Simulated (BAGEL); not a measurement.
**BGeH4Cl (SMILES Cl[BH][GeH3]) at HF/def2-SVP (density fitting with qzvpp-jkfit)**

What is the vertical ionisation energy of BGeH4Cl at HF/def2-SVP (density fitting with qzvpp-jkfit)? 

The calculation is run with BAGEL 1.2.2.

1 further run of the same task is left out (it didn't finish). Runs told in other sessions of the task aren't counted.

### 1 The molecule

BGeH4Cl has 7 atoms, charge 0, and is taken as a singlet. SMILES: `Cl[BH][GeH3]`. Geometry: relaxed at PBE0-D4/def2-TZVP.

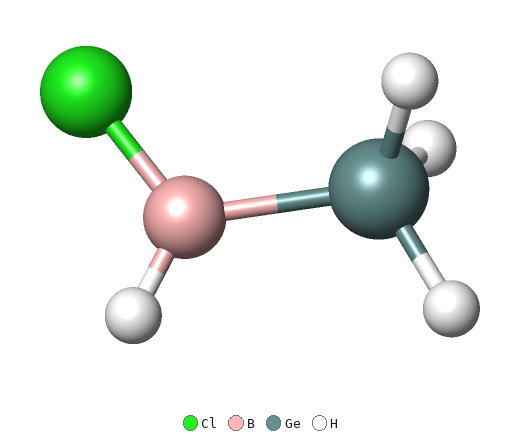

The structure, seen from a chosen angle (chlorine green, boron pink, germanium teal, hydrogen white).

### 2 The energy at HF/def2-SVP (density fitting with qzvpp-jkfit)

File job.json:

```json
{ "bagel": [

{
  "title": "molecule",
  "basis": "svp",
  "df_basis": "qzvpp-jkfit",
  "angstrom": true,
  "geometry": [
    { "atom": "Cl", "xyz": [   -1.976000,   -1.523900,    0.066800 ] },
    { "atom": "B", "xyz": [   -0.280900,   -1.157900,    0.180500 ] },
    { "atom": "Ge", "xyz": [    0.359600,    0.783200,   -0.117500 ] },
    { "atom": "H", "xyz": [    0.439400,   -2.075400,    0.430000 ] },
    { "atom": "H", "xyz": [   -0.028000,    1.247000,   -1.533300 ] },
    { "atom": "H", "xyz": [   -0.333800,    1.724000,    0.884000 ] },
    { "atom": "H", "xyz": [    1.881000,    0.935000,    0.043800 ] }
  ]
},
{ "title": "hf" },
{ "title": "print", "file": "orbitals.molden", "orbitals": true }

]}
```

Started as:

```bash
$ BAGEL_NUM_THREADS=1 BAGEL job.json > job.out
```

What it wrote:

```text
* using 1 threads per process

  ===============================================================
  ===============================================================

  *** Geometry ***

  { "atom" : "Cl", "xyz" : [     -3.734099,     -2.879754,      0.126234 ] },
  { "atom" : "B", "xyz" : [     -0.530824,     -2.188114,      0.341096 ] },
  { "atom" : "Ge", "xyz" : [      0.679546,      1.480034,     -0.222043 ] },
  { "atom" : "H", "xyz" : [      0.830346,     -3.921938,      0.812582 ] },
  { "atom" : "H", "xyz" : [     -0.052912,      2.356488,     -2.897517 ] },
  { "atom" : "H", "xyz" : [     -0.630791,      3.257888,      1.670518 ] },
  { "atom" : "H", "xyz" : [      3.554575,      1.766894,      0.082770 ] },

  Number of auxiliary basis functions:      541

  Since a DF basis is specified, we compute 2- and 3-index integrals:
    o Being stored without compression. Storage requirement is 0.031 GB

  Number of basis functions:       84
  Number of electrons      :       58

    * METHOD: MOLECULE                             0.24

  *** RHF ***

  === Nuclear Repulsion ===
   209.5720830607

      * DIIS with orbital gradients will be used.

  === RHF iteration (svp) ===
      0      -2561.42026770          0.00654815           0.08
      1      -2561.46016555          0.00201660           0.08
      2      -2561.46395775          0.00062784           0.08
      3      -2561.46424660          0.00013297           0.08
      4      -2561.46426036          0.00004383           0.08
      5      -2561.46426244          0.00001082           0.08
      6      -2561.46426257          0.00000395           0.08
      7      -2561.46426259          0.00000132           0.08
      8      -2561.46426259          0.00000037           0.08
      9      -2561.46426259          0.00000016           0.08
     10      -2561.46426259          0.00000005           0.08
     11      -2561.46426259          0.00000002           0.08
     12      -2561.46426259          0.00000001           0.08
    * SCF iteration converged.

    * Permanent dipole moment:
           (   -0.232914,     0.108597,    -0.047276) a.u.

    * METHOD: HF                                   1.21

    * METHOD: PRINT                                0.01

  ===============================================================
```

Wall time 1.6 s (1 thread of Arm Neoverse V2, shared host); peak memory 0.14 GiB.

### 3 The doublet cation

File input.json:

```json
{ "bagel" : [

{
  "title" : "molecule",
  "basis" : "svp",
  "df_basis" : "qzvpp-jkfit",
  "angstrom" : true,
  "geometry" : [
    { "atom" : "Cl", "xyz" : [   -1.976000,   -1.523900,    0.066800 ] },
    { "atom" : "B", "xyz" : [   -0.280900,   -1.157900,    0.180500 ] },
    { "atom" : "Ge", "xyz" : [    0.359600,    0.783200,   -0.117500 ] },
    { "atom" : "H", "xyz" : [    0.439400,   -2.075400,    0.430000 ] },
    { "atom" : "H", "xyz" : [   -0.028000,    1.247000,   -1.533300 ] },
    { "atom" : "H", "xyz" : [   -0.333800,    1.724000,    0.884000 ] },
    { "atom" : "H", "xyz" : [    1.881000,    0.935000,    0.043800 ] }
  ]
},
{ "title" : "uhf", "charge" : 1, "nopen" : 1 },
{ "title" : "print", "file" : "orbitals.molden", "orbitals" : true }

]}
```

Started as:

```bash
$ BAGEL_NUM_THREADS=1 BAGEL input.json > input.out
```

What it wrote:

```text
* using 1 threads per process

  ===============================================================
  ===============================================================

  *** Geometry ***

  { "atom" : "Cl", "xyz" : [     -3.734099,     -2.879754,      0.126234 ] },
  { "atom" : "B", "xyz" : [     -0.530824,     -2.188114,      0.341096 ] },
  { "atom" : "Ge", "xyz" : [      0.679546,      1.480034,     -0.222043 ] },
  { "atom" : "H", "xyz" : [      0.830346,     -3.921938,      0.812582 ] },
  { "atom" : "H", "xyz" : [     -0.052912,      2.356488,     -2.897517 ] },
  { "atom" : "H", "xyz" : [     -0.630791,      3.257888,      1.670518 ] },
  { "atom" : "H", "xyz" : [      3.554575,      1.766894,      0.082770 ] },

  Number of auxiliary basis functions:      541

  Since a DF basis is specified, we compute 2- and 3-index integrals:
    o Being stored without compression. Storage requirement is 0.031 GB

  Number of basis functions:       84
  Number of electrons      :       58

    * METHOD: MOLECULE                             0.24

  *** Open-shell HF ***

  === Nuclear Repulsion ===
   209.5720830607

      * DIIS with orbital gradients will be used.

  === UHF iteration (svp) ===
      0      -2561.02794119          0.01662112           0.16
      1      -2561.08931189          0.00716000           0.15
      2      -2561.09790610          0.00382795           0.15
      3      -2561.10051701          0.00094249           0.15
      4      -2561.10105091          0.00032767           0.15
      5      -2561.10114085          0.00021111           0.15
      6      -2561.10120979          0.00010318           0.15
      7      -2561.10123557          0.00005904           0.15
      8      -2561.10124616          0.00002664           0.15
      9      -2561.10124824          0.00001892           0.15
     10      -2561.10124884          0.00001456           0.15
     11      -2561.10124940          0.00001044           0.15
     12      -2561.10124973          0.00000565           0.15
     13      -2561.10124981          0.00000331           0.15
     14      -2561.10124983          0.00000245           0.15
     15      -2561.10124984          0.00000162           0.15
     16      -2561.10124985          0.00000112           0.15
     17      -2561.10124985          0.00000069           0.15
     18      -2561.10124985          0.00000051           0.15
     19      -2561.10124985          0.00000033           0.15
     20      -2561.10124985          0.00000018           0.15
     21      -2561.10124985          0.00000012           0.15
     22      -2561.10124985          0.00000006           0.15
     23      -2561.10124985          0.00000004           0.15
     24      -2561.10124986          0.00000003           0.15
     25      -2561.10124985          0.00000002           0.16
     26      -2561.10124986          0.00000001           0.15
     27      -2561.10124986          0.00000001           0.15
    * SCF iteration converged.

    * S^2 (UHF) is 0.7649

    * Permanent dipole moment:
           (   -0.318152,     0.598081,    -0.147330) a.u.

    * METHOD: UHF                                  4.51

    * METHOD: PRINT                                0.01

  ===============================================================
```

Run time: 5.1 s. Hardware: 1 thread of Arm Neoverse V2, shared host; peak memory 0.14 GiB.

### 4 Outcome

Level: HF/def2-SVP (density fitting with qzvpp-jkfit).

| quantity | value |
| --- | --- |
| singlet BGeH4Cl: total energy | -2561.46426 Eh |
| singlet BGeH4Cl: dipole moment | 0.66 D |
| singlet BGeH4Cl: HOMO energy | -10.82 eV |
| singlet BGeH4Cl: LUMO energy | 1.46 eV |
| singlet BGeH4Cl: HOMO–LUMO gap | 12.28 eV |
| doublet cation: total energy | -2561.10125 Eh |
| doublet cation: ⟨S²⟩ | 0.765 |
| vertical ionisation energy (to the doublet cation) | 9.878 eV |

What this shows: The vertical ionisation energy comes to 9.88 eV (228 kcal/mol). −ε(HOMO) before ionisation, 10.82 eV, is 0.94 eV above this ionisation energy.
